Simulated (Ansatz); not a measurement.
# Calculations on CH3FO

**1. Relaxation**

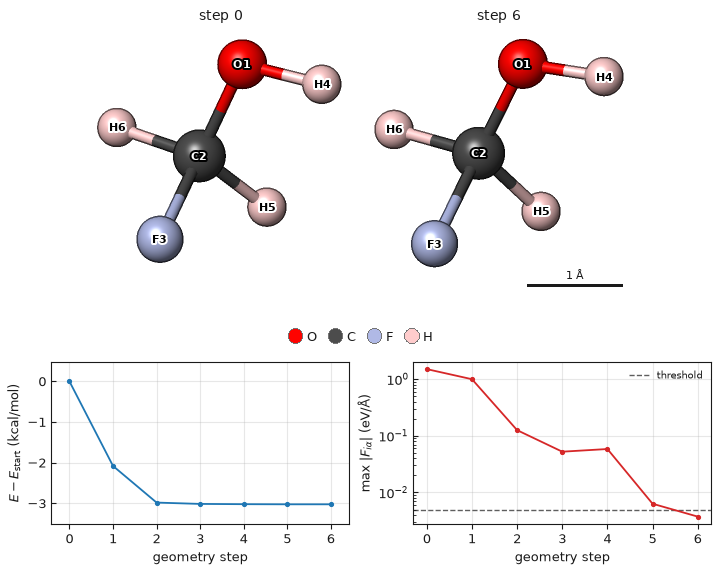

First and last geometry of a constrained relaxation of CH3FO, with the history of the run. A ball-and-stick model, seen from a free direction.

Computed with RKS PBE0-D4/def2-TZVP (Ansatz 0.2.0). Settings: held fixed: the distance between atoms 1 (O) and 2 (C), counting from 1; force threshold 0.005 eV/Å; at most 200 steps.

Read the history and describe the run.

Answer. It converged. The energy falls by 3.02 kcal/mol in 6 geometry steps. The largest force component goes from 1.5 to 0.0038 eV/Å. The atom that moves furthest after the best rigid fit is H4 (0.098 Å). By element the largest moves are H 0.098 Å, F 0.062 Å, O 0.038 Å, C 0.031 Å. Among the contacts that change: C2–F3 1.381 → 1.436 Å, C2–H5 1.096 → 1.107 Å, C2–H6 1.091 → 1.099 Å. Bond angles that change, for instance: C2–O1–H4 109.3° → 115.5°, O1–C2–H5 112.9° → 117.4°, F3–C2–H5 106.3° → 101.9°. The run took about 30 core-seconds on a shared host.

**2. Relaxation**

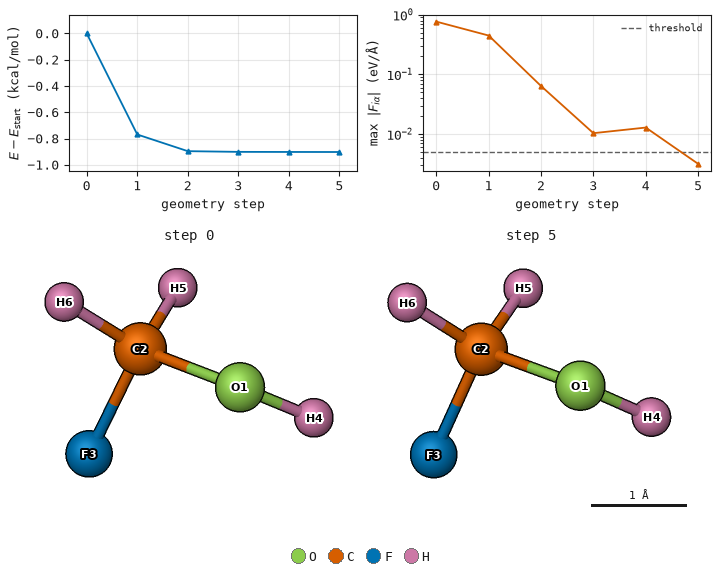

First and last geometry of a constrained relaxation of CH3FO, with the history of the run. The picture is a ball-and-stick view, seen at a tilt.

Method: RKS PBE0-D4/def2-TZVP (Ansatz 0.2.0).

Input
```yaml
crystal:
  periodic: [false, false, false]
  atoms:
    - {symbol: O, position_ang: [-0.794015, -0.697182, -0.247427]}
    - {symbol: C, position_ang: [0.353388, 0.122805, 0.278037]}
    - {symbol: F, position_ang: [0.009077, 1.456938, 0.371083]}
    - {symbol: H, position_ang: [-0.928749, -0.495103, -1.178017]}
    - {symbol: H, position_ang: [1.239972, 0.078625, -0.365282]}
    - {symbol: H, position_ang: [0.575265, -0.235052, 1.284568]}
basis:
  gaussian: {orbitals: def2-TZVP}
hamiltonian: {xc: pbe0, dispersion: d4}
relax: {f_tol: 0.005, max_steps: 200, constraints: [{distance: [0, 1]}]}
```

### What do the curves and the structures tell?

It converged. The atom that moves furthest after the best rigid fit is H4 (0.061 Å). By element the largest moves are H 0.061 Å, F 0.033 Å, O 0.024 Å, C 0.017 Å. Some distances before and after: C2–F3 1.381 → 1.357 Å, C2–H5 1.096 → 1.092 Å. Among the angles between lasting bonds that change: C2–O1–H4 109.3° → 105.7°, O1–C2–H5 112.9° → 110.0°, O1–C2–H6 107.4° → 104.7°. The energy falls by 0.90 kcal/mol in 5 geometry steps. Largest force component: 0.77 eV/Å at the start, 0.0032 eV/Å at the end.

```tsv
step	E − E(0), kcal/mol	largest force component, eV/Å
0	0.00	0.7672
1	-0.77	0.4485
2	-0.90	0.0640
3	-0.90	0.0104
4	-0.90	0.0129
5	-0.90	0.0032
```

**3. Scan**

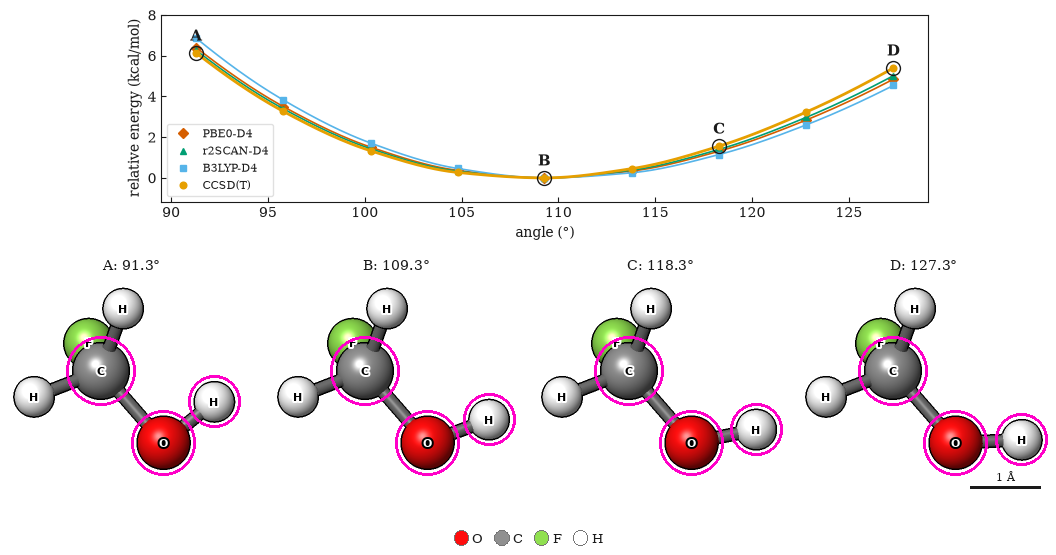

A scan of CH$_{3}$FO: one H–O–C angle is varied, with the rest of the molecule carried along rigidly. The lettered frames are marked on the plot, at the values of CCSD(T). A ball-and-stick model, seen onto the plane of the angle, with a slight tilt. The ringed atoms are those of the scanned coordinate.

Single-point energies from Ansatz with CCSD(T), B3LYP-D4, r2SCAN-D4, PBE0-D4 in the def2-TZVPP basis, on geometries moved rigidly from the minimum at PBE0-D4/def2-TZVP. Coupled cluster with a frozen core. Energies are counted from the PBE0-D4/def2-TZVP minimum geometry at the same level.

**Describe the profile.**

With CCSD(T): the lowest computed point lies at the angle 109.3° (0.00 kcal/mol). The curvature at the lowest point is about 5.1 eV/rad². At 91.3° the levels give CCSD(T) 6.13 kcal/mol, r2SCAN-D4 6.26 kcal/mol, PBE0-D4 6.40 kcal/mol, B3LYP-D4 6.86 kcal/mol. Closest to CCSD(T) there is r2SCAN-D4.

The computed points:

Energies in kcal/mol.

| angle (°) | CCSD(T) | B3LYP-D4 | r2SCAN-D4 | PBE0-D4 |
| --- | --- | --- | --- | --- |
| 91.3 | 6.13 | 6.86 | 6.26 | 6.40 |
| 95.8 | 3.26 | 3.82 | 3.39 | 3.50 |
| 100.3 | 1.33 | 1.71 | 1.43 | 1.51 |
| 104.8 | 0.27 | 0.46 | 0.33 | 0.37 |
| 109.3 | 0.00 | 0.00 | 0.00 | 0.00 |
| 113.8 | 0.46 | 0.25 | 0.38 | 0.34 |
| 118.3 | 1.56 | 1.15 | 1.40 | 1.31 |
| 122.8 | 3.23 | 2.60 | 2.97 | 2.84 |
| 127.3 | 5.40 | 4.54 | 5.02 | 4.85 |
